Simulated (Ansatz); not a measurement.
**Nudged elastic band of AlHBrClF₂**

The run: nudged elastic band of AlHBrClF₂. Method and program: RKS r2SCAN-D4/def2-SVP (Ansatz 0.2.0).

It belongs to a series of runs on one base structure; here: band between the two ends.

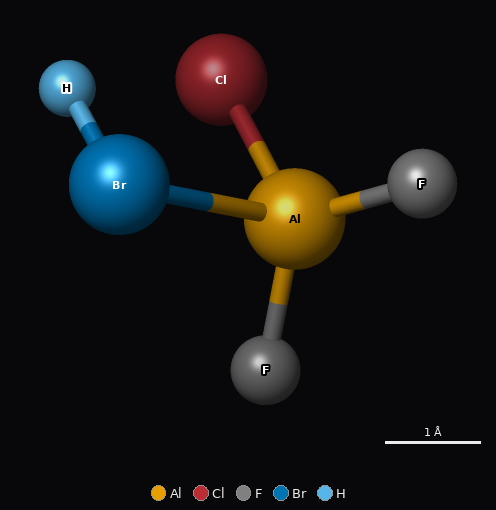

**Figure 1.** The structure as given in the input (ball-and-stick view, seen at a tilt). Sticks mark near contacts. Bond lengths as drawn: Al–Br 2.66 Å, Al–Cl 2.10 Å, Al–F 1.66 Å and Br–H 1.43 Å.

### Input
```yaml
crystal:
  periodic: [false, false, false]
  atoms:
    - { symbol: Al, position_ang: [0.002364, -0.007552, 0.160243] }
    - { symbol: Cl, position_ang: [-0.010545, 0.667412, 2.153608] }
    - { symbol: F, position_ang: [1.419292, 0.089832, -0.692414] }
    - { symbol: F, position_ang: [-1.425895, -0.008332, -0.679037] }
    - { symbol: Br, position_ang: [0.094272, -2.595152, 0.787501] }
    - { symbol: H, position_ang: [0.098112, -2.174108, 2.156899] }
basis:
  gaussian: { orbitals: def2-SVP }
hamiltonian:
  xc: r2scan
  dispersion: d4
neb:
  order_check: false
  images: 9
  f_tol: 0.03
  max_iterations: 60
  final_atoms:
    - { symbol: Al, position_ang: [0.01992404, -0.54045584, -0.12794267] }
    - { symbol: Cl, position_ang: [0.01391448, 0.09756921, 2.30867256] }
    - { symbol: F, position_ang: [1.41633219, 0.22530045, -0.58375865] }
    - { symbol: F, position_ang: [-1.43170203, 0.12711081, -0.56524931] }
    - { symbol: Br, position_ang: [0.09926391, -2.76786721, 0.25634223] }
    - { symbol: H, position_ang: [0.05986742, -1.16955742, 2.59873585] }
  initial_path:
    images:
      - { positions_ang: [[0.002364, -0.007552, 0.160243], [-0.010545, 0.667412, 2.153608], [1.419292, 0.089832, -0.692414], [-1.425895, -0.008332, -0.679037], [0.094272, -2.595152, 0.787501], [0.098112, -2.174108, 2.156899]] }
      - { positions_ang: [[0.00046717, -0.00568061, 0.12864267], [-0.00834489, 0.53265045, 2.23932984], [1.42620323, 0.07504204, -0.72333354], [-1.43532616, -0.0080457, -0.71092755], [0.10114951, -2.58996929, 0.79963646], [0.09345114, -2.03189689, 2.15345213]] }
      - { positions_ang: [[-0.00142966, -0.00380922, 0.09704234], [-0.00614478, 0.3978889, 2.32505168], [1.43311446, 0.06025208, -0.75425309], [-1.44475731, -0.00775939, -0.74281811], [0.10802701, -2.58478658, 0.81177193], [0.08879028, -1.88968578, 2.15000525]] }
      - { positions_ang: [[-0.00332648, -0.00193783, 0.06544201], [-0.00394467, 0.26312734, 2.41077351], [1.44002568, 0.04546211, -0.78517263], [-1.45418847, -0.00747309, -0.77470866], [0.11490452, -2.57960386, 0.82390739], [0.08412942, -1.74747468, 2.14655838]] }
      - { positions_ang: [[-0.00522331, -6.643e-05, 0.03384168], [-0.00174456, 0.12836579, 2.49649535], [1.44693691, 0.03067215, -0.81609218], [-1.46361963, -0.00718679, -0.80659921], [0.12178203, -2.57442115, 0.83604286], [0.07946856, -1.60526357, 2.14311151]] }
      - { positions_ang: [[-0.00712014, 0.00180496, 0.00224134], [0.00045555, -0.00639576, 2.58221719], [1.45384814, 0.01588219, -0.84701172], [-1.47305079, -0.00690049, -0.83848977], [0.12865954, -2.56923844, 0.84817832], [0.0748077, -1.46305246, 2.13966463]] }
      - { positions_ang: [[-0.0017113, -0.1066472, -0.02379546], [0.00314734, 0.01439723, 2.52750826], [1.44634495, 0.05776584, -0.79436111], [-1.46478104, 0.01990177, -0.78384168], [0.12278041, -2.60896419, 0.7298111], [0.07181964, -1.40435345, 2.23147888]] }
      - { positions_ang: [[0.00369753, -0.21509936, -0.04983226], [0.00583912, 0.03519023, 2.47279934], [1.43884176, 0.09964949, -0.74171049], [-1.45651129, 0.04670403, -0.72919359], [0.11690128, -2.64868995, 0.61144388], [0.06883159, -1.34565444, 2.32329312]] }
      - { positions_ang: [[0.00910637, -0.32355152, -0.07586906], [0.00853091, 0.05598322, 2.41809041], [1.43133857, 0.14153315, -0.68905988], [-1.44824154, 0.07350629, -0.6745455], [0.11102216, -2.6884157, 0.49307666], [0.06584353, -1.28695544, 2.41510736]] }
      - { positions_ang: [[0.0145152, -0.43200368, -0.10190587], [0.0112227, 0.07677622, 2.36338149], [1.42383538, 0.1834168, -0.63640927], [-1.43997179, 0.10030855, -0.6198974], [0.10514303, -2.72814146, 0.37470945], [0.06285547, -1.22825643, 2.5069216]] }
      - { positions_ang: [[0.01992404, -0.54045584, -0.12794267], [0.01391448, 0.09756921, 2.30867256], [1.41633219, 0.22530045, -0.58375865], [-1.43170203, 0.12711081, -0.56524931], [0.09926391, -2.76786721, 0.25634223], [0.05986742, -1.16955742, 2.59873585]] }
```

Run as:
```bash
ansatz run input.yaml --threads 4 --pin off --max-ram 5120MiB --backend cpu --events-out ev --progress --plain --runs-dir out
```

### Output
```
Engine: ansatz 0.2.0, aarch64-unknown-linux-gnu
Functional definition: r2SCAN
  parameter k0 = 0.174
  parameter k1 = 0.065
  parameter a1 = 4.9479
  exchange = r2scan_x(k0 = k0, k1 = k1, a1 = a1)
  correlation = r2scan_c
1087 factors; their error is unknown
mean field evaluation 1: about -94595.5934 eV, gradient 5.1e1 eV
mean field evaluation 2: about -94584.2764 eV, gradient 9.9e1 eV
mean field evaluation 4: about -94599.6856 eV, gradient 2.2e0 eV
mean field evaluation 8: about -94599.6949 eV, gradient 2.2e-2 eV
mean field evaluation 16: about -94599.5971 eV, gradient 2.5e-5 eV
mean field -94599.59709895 eV, -3476.4710714764 hartree, gradient 2.6e-5 eV, S^2 0.000000; 0 other end points of the search recorded, 0 dependent functions left out
the calculation of the forces begins
reference -94599.59711002 eV, -3476.4710718832 hartree; 42, 42 occupied and 59, 59 virtual orbitals, 1087 factors
1087 factors; their error is unknown
mean field evaluation 32: about -94599.6122 eV, gradient 4.7e-5 eV
mean field -94599.61219248 eV, -3476.4716261534 hartree, gradient 4.8e-5 eV, S^2 0.000000; 0 other end points of the search recorded, 0 dependent functions left out
[... from here on the field's lines of each further geometry are left out, up to the last ...]
NEB iter   1: max|band force component| = 2.685e0 eV/Å  barrier→ = 1.1835 eV  barrier← = 1.1985 eV  Δτ_max = 0.2000 Å  (298 SCF iters)
NEB iter   2: max|band force component| = 1.154e0 eV/Å  barrier→ = 0.4192 eV  barrier← = 0.4341 eV  Δτ_max = 0.1972 Å  (294 SCF iters)
NEB iter   3: max|band force component| = 9.691e-1 eV/Å  barrier→ = 0.2060 eV  barrier← = 0.2209 eV  Δτ_max = 0.1113 Å  (272 SCF iters)
NEB iter   4: max|band force component| = 8.081e-1 eV/Å  barrier→ = 0.1938 eV  barrier← = 0.2087 eV  Δτ_max = 0.1515 Å  (255 SCF iters)
NEB iter   5: max|band force component| = 2.869e-1 eV/Å  barrier→ = 0.1484 eV  barrier← = 0.1633 eV  CI = image 5  Δτ_max = 0.0394 Å  (257 SCF iters)
NEB iter   6: max|band force component| = 2.756e-1 eV/Å  barrier→ = 0.1404 eV  barrier← = 0.1553 eV  CI = image 5  Δτ_max = 0.0209 Å  (260 SCF iters)
NEB iter   7: max|band force component| = 1.504e-1 eV/Å  barrier→ = 0.1368 eV  barrier← = 0.1517 eV  CI = image 5  Δτ_max = 0.0184 Å  (255 SCF iters)
NEB iter   8: max|band force component| = 1.313e-1 eV/Å  barrier→ = 0.1325 eV  barrier← = 0.1475 eV  CI = image 5  Δτ_max = 0.0192 Å  (252 SCF iters)
NEB iter   9: max|band force component| = 5.003e-2 eV/Å  barrier→ = 0.1314 eV  barrier← = 0.1463 eV  CI = image 5  Δτ_max = 0.0152 Å  (243 SCF iters)
NEB iter  10: max|band force component| = 5.094e-2 eV/Å  barrier→ = 0.1314 eV  barrier← = 0.1463 eV  CI = image 5  Δτ_max = 0.0076 Å  (248 SCF iters)
NEB iter  11: max|band force component| = 3.025e-2 eV/Å  barrier→ = 0.1314 eV  barrier← = 0.1463 eV  CI = image 5  Δτ_max = 0.0076 Å  (208 SCF iters)
NEB iter  12: max|band force component| = 4.859e-2 eV/Å  barrier→ = 0.1314 eV  barrier← = 0.1463 eV  CI = image 5  Δτ_max = 0.0038 Å  (199 SCF iters)
the calculation of the forces begins
reference -94599.60449678 eV, -3476.4713433416 hartree; 42, 42 occupied and 59, 59 virtual orbitals, 1087 factors
1087 factors; their error is unknown
mean field evaluation 1024: about -94599.5531 eV, gradient 1.7e0 eV
mean field -94599.46521580 eV, -3476.4662248602 hartree, gradient 2.5e-5 eV, S^2 0.000000; 1 other end points of the search recorded, 0 dependent functions left out
the calculation of the forces begins
reference -94599.46522670 eV, -3476.4662252606 hartree; 42, 42 occupied and 59, 59 virtual orbitals, 1087 factors
NEB iter  13: max|band force component| = 1.929e-2 eV/Å  barrier→ = 0.1314 eV  barrier← = 0.1463 eV  CI = image 5  Δτ_max = 0.0000 Å  (434 SCF iters)
```

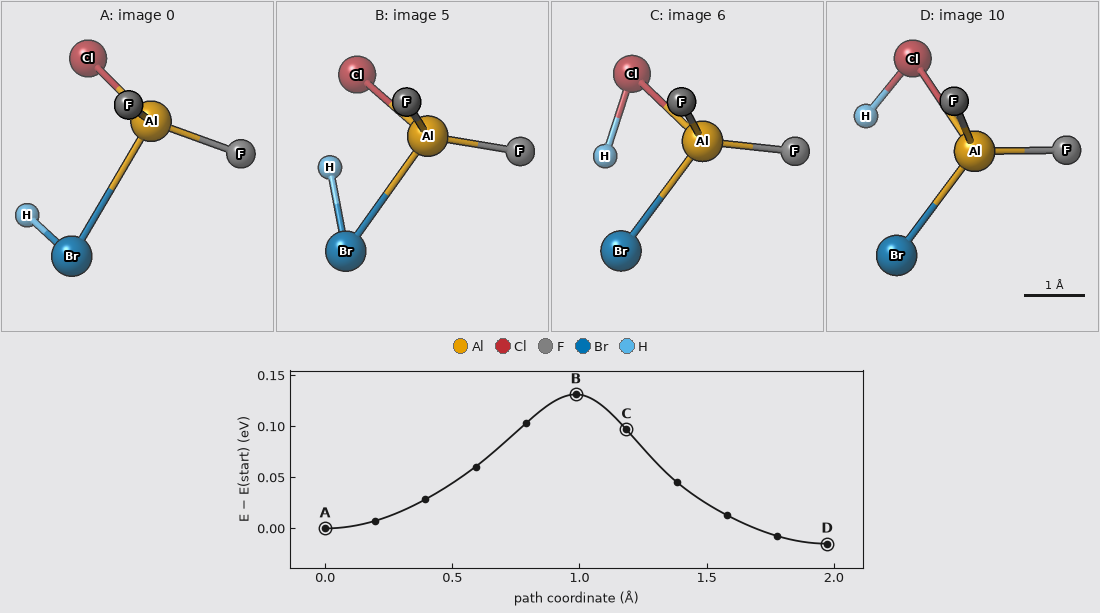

**Figure 2.** Images of the last band (counted from 0; ball-and-stick, seen at a tilt) above the energy along the path; the line is a cubic interpolation that uses the forces. The highest image is number 5, 0.131 eV above the start and 0.146 eV above the end (the climbing image); the end lies 0.015 eV below the start. The path is 1.97 Å long. The band converged in 13 iterations.

```
Total energy: -94599.50323743 eV, -3476.4676221291 hartree
Atom 0 at     0.013351    -0.303628     0.081740 Å, force    -0.000221     0.000243     0.000524 eV/Å
Atom 1 at     0.010989     0.187533     2.272565 Å, force     0.000150    -0.000273    -0.000385 eV/Å
Atom 2 at     1.435663     0.126115    -0.643824 Å, force     0.000414     0.000085    -0.000148 eV/Å
Atom 3 at    -1.444365     0.027991    -0.624800 Å, force    -0.000326     0.000038    -0.000219 eV/Å
Atom 4 at     0.097483    -2.630973     0.815496 Å, force     0.000089    -0.000152     0.000085 eV/Å
Atom 5 at     0.064478    -1.434938     1.985622 Å, force    -0.000106     0.000059     0.000142 eV/Å
Dipole moment:     0.013287    -0.314864     0.383811 e Å
this run last wrote the band of iteration 13 to [file]
```

### The last band as extended XYZ (Å, eV, eV/Å)
```
6
Properties=species:S:1:pos:R:3:forces:R:3 image=0 energy=-94599.63459
Al    0.0024   -0.0076    0.1602   -0.0010  -0.0021  -0.0019
Cl   -0.0105    0.6674    2.1536    0.0001   0.0012   0.0059
F     1.4193    0.0898   -0.6924    0.0058   0.0030  -0.0052
F    -1.4259   -0.0083   -0.6790   -0.0049   0.0025  -0.0039
Br    0.0943   -2.5952    0.7875    0.0005  -0.0011   0.0060
H     0.0981   -2.1741    2.1569   -0.0005  -0.0035  -0.0010
6
Properties=species:S:1:pos:R:3:forces:R:3 image=1 energy=-94599.62709
Al    0.0049   -0.0462    0.1564   -0.0005   0.0152  -0.0016
Cl   -0.0040    0.5688    2.1790   -0.0014   0.0356  -0.0093
F     1.4230    0.0939   -0.6878   -0.0048   0.0007  -0.0034
F    -1.4305   -0.0077   -0.6689    0.0048   0.0010  -0.0037
Br    0.1005   -2.6164    0.7998   -0.0007   0.0057  -0.0043
H     0.0837   -2.0204    2.1083    0.0026  -0.0582   0.0223
6
Properties=species:S:1:pos:R:3:forces:R:3 image=2 energy=-94599.60605
Al    0.0063   -0.0904    0.1533   -0.0005   0.0389   0.0056
Cl   -0.0008    0.4765    2.2039   -0.0027   0.0669  -0.0162
F     1.4273    0.0944   -0.6753   -0.0022  -0.0032  -0.0080
F    -1.4344   -0.0061   -0.6574    0.0018  -0.0031  -0.0081
Br    0.0999   -2.6341    0.8153   -0.0005   0.0021  -0.0134
H     0.0795   -1.8682    2.0470    0.0041  -0.1017   0.0401
6
Properties=species:S:1:pos:R:3:forces:R:3 image=3 energy=-94599.57405
Al    0.0083   -0.1457    0.1440   -0.0022   0.0714   0.0202
Cl    0.0032    0.3789    2.2281   -0.0036   0.0987  -0.0204
F     1.4316    0.0993   -0.6632   -0.0028  -0.0118  -0.0096
F    -1.4384    0.0003   -0.6453    0.0034  -0.0116  -0.0096
Br    0.0987   -2.6401    0.8324    0.0001  -0.0070  -0.0070
H     0.0742   -1.7207    1.9909    0.0050  -0.1396   0.0264
6
Properties=species:S:1:pos:R:3:forces:R:3 image=4 energy=-94599.53158
Al    0.0111   -0.2182    0.1214   -0.0032   0.0963   0.0450
Cl    0.0078    0.2750    2.2519   -0.0038   0.1046  -0.0251
F     1.4353    0.1121   -0.6516   -0.0010  -0.0180  -0.0112
F    -1.4418    0.0153   -0.6336    0.0024  -0.0179  -0.0110
Br    0.0969   -2.6337    0.8361    0.0002  -0.0023   0.0276
H     0.0683   -1.5784    1.9626    0.0054  -0.1627  -0.0253
6
Properties=species:S:1:pos:R:3:forces:R:3 image=5 energy=-94599.50323
Al    0.0134   -0.3036    0.0817   -0.0002   0.0002   0.0005
Cl    0.0110    0.1875    2.2726    0.0001  -0.0003  -0.0004
F     1.4357    0.1261   -0.6438    0.0004   0.0001  -0.0001
F    -1.4444    0.0280   -0.6248   -0.0003   0.0000  -0.0002
Br    0.0975   -2.6310    0.8155    0.0001  -0.0002   0.0001
H     0.0645   -1.4349    1.9856   -0.0001   0.0001   0.0001
6
Properties=species:S:1:pos:R:3:forces:R:3 image=6 energy=-94599.53755
Al    0.0159   -0.3829    0.0340    0.0037  -0.1251  -0.0758
Cl    0.0135    0.1197    2.3024    0.0028  -0.0747   0.0305
F     1.4343    0.1545   -0.6251   -0.0023   0.0225   0.0154
F    -1.4437    0.0574   -0.6066    0.0009   0.0227   0.0153
Br    0.0968   -2.6495    0.7281    0.0003  -0.0249  -0.0982
H     0.0608   -1.3272    2.0540   -0.0054   0.1795   0.1128
6
Properties=species:S:1:pos:R:3:forces:R:3 image=7 energy=-94599.58900
Al    0.0180   -0.4487   -0.0182    0.0023  -0.0767  -0.0590
Cl    0.0140    0.0987    2.3242    0.0002  -0.0031   0.0141
F     1.4303    0.1808   -0.6064   -0.0037   0.0133   0.0107
F    -1.4407    0.0841   -0.5886    0.0028   0.0135   0.0106
Br    0.0971   -2.6808    0.6120    0.0004  -0.0328  -0.1007
H     0.0589   -1.2619    2.1637   -0.0021   0.0858   0.1243
6
Properties=species:S:1:pos:R:3:forces:R:3 image=8 energy=-94599.62151
Al    0.0190   -0.4891   -0.0614    0.0009  -0.0328  -0.0301
Cl    0.0139    0.0970    2.3297   -0.0004   0.0110  -0.0014
F     1.4254    0.2023   -0.5938   -0.0028   0.0054   0.0024
F    -1.4377    0.1049   -0.5759    0.0025   0.0056   0.0024
Br    0.0981   -2.7126    0.4880    0.0003  -0.0207  -0.0682
H     0.0590   -1.2304    2.3003   -0.0005   0.0315   0.0949
6
Properties=species:S:1:pos:R:3:forces:R:3 image=9 energy=-94599.64196
Al    0.0195   -0.5178   -0.0958    0.0027  -0.0081  -0.0222
Cl    0.0133    0.0979    2.3202    0.0002   0.0025   0.0003
F     1.4195    0.2180   -0.5873   -0.0026  -0.0064   0.0017
F    -1.4335    0.1216   -0.5679    0.0020  -0.0086   0.0009
Br    0.1001   -2.7432    0.3698   -0.0024   0.0070  -0.0405
H     0.0588   -1.2044    2.4478    0.0002   0.0135   0.0599
6
Properties=species:S:1:pos:R:3:forces:R:3 image=10 energy=-94599.64950
Al    0.0199   -0.5405   -0.1279    0.0002  -0.0009   0.0042
Cl    0.0139    0.0976    2.3087   -0.0001   0.0015  -0.0012
F     1.4163    0.2253   -0.5838    0.0015   0.0010  -0.0009
F    -1.4317    0.1271   -0.5652   -0.0016   0.0009  -0.0008
Br    0.0993   -2.7679    0.2563    0.0001  -0.0022  -0.0013
H     0.0599   -1.1696    2.5987    0.0000  -0.0003   0.0000
```

### Results in brief

| quantity | value |
| --- | --- |
| outcome | converged |
| barrier, forward | 0.131 eV |
| barrier, backward | 0.146 eV |
| hardware | 4 threads of Arm Neoverse V1, 24 GiB of memory available, shared host |
| wall time | 4.7 min (CPU time 18 min) |
| peak memory | 0.18 GiB |

### Remarks

The order of the saddle point was not checked.
